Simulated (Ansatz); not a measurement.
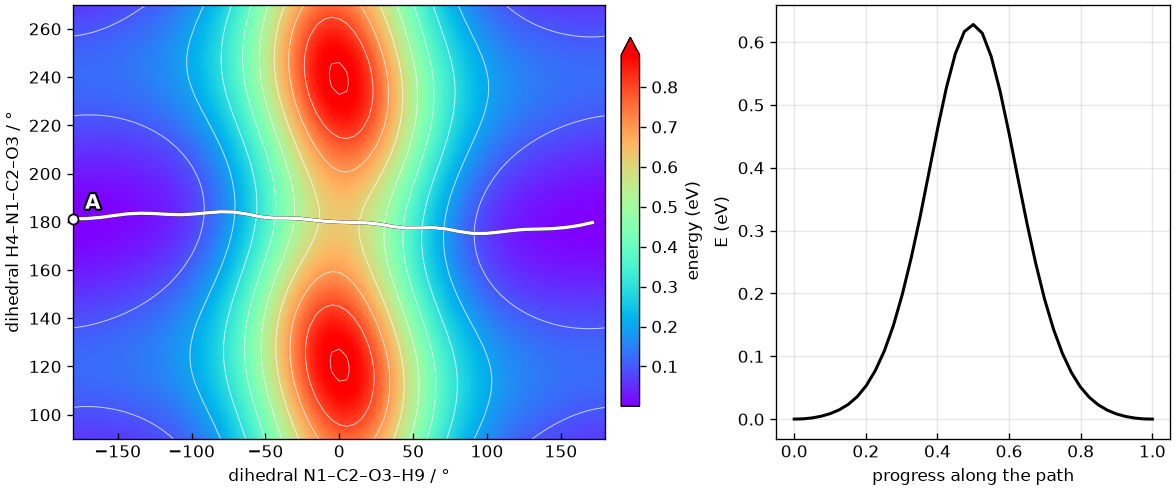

CH₆NO, SMILES [NH3+]CO, charge +1. First axis: dihedral N1–C2–O3–H9. Second axis: dihedral H4–N1–C2–O3. Nothing is relaxed (all other coordinates rigid). The grid has 15 × 15 points; 191 points were computed and 34 follow by symmetry. Points are written as (first, second). Energies: eV, counted from the lowest grid point. Theory: RKS PBE0-D4/def2-TZVP (Ansatz).

Drawn: a smooth colour map with a few white contour lines, a line along the lowest path, one colour for all values above the top of the scale, the energy along the path at the right, the start A. Between grid points the surface is interpolated.

> Describe the path and its barrier.

The easiest path leads from the well at (−180°, 180.0°) to its copy one period on. Its highest point lies about 0.63 eV above the bottom of the first well on the interpolated surface, at about (0°, 180°). The start is the relaxed structure and all else is held, so a fully relaxed path at this level can only be lower.
